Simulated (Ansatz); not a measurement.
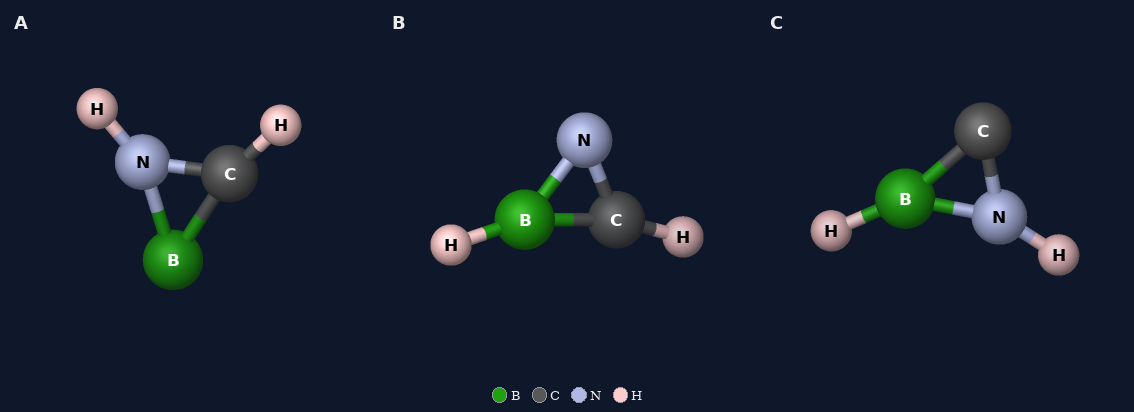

3 stationary structures of one formula. Geometries: PBE-D4/def2-SVP. Electronic energies: PBE-D4/def2-SVP (Ansatz 0.2.0), without zero-point energy. No frequency run is at hand to confirm each as a minimum.

Which structure is the most stable?

B is lowest (Cs); C lies 1.422 eV above it (Cs), A lies 2.660 eV above it (Cs).
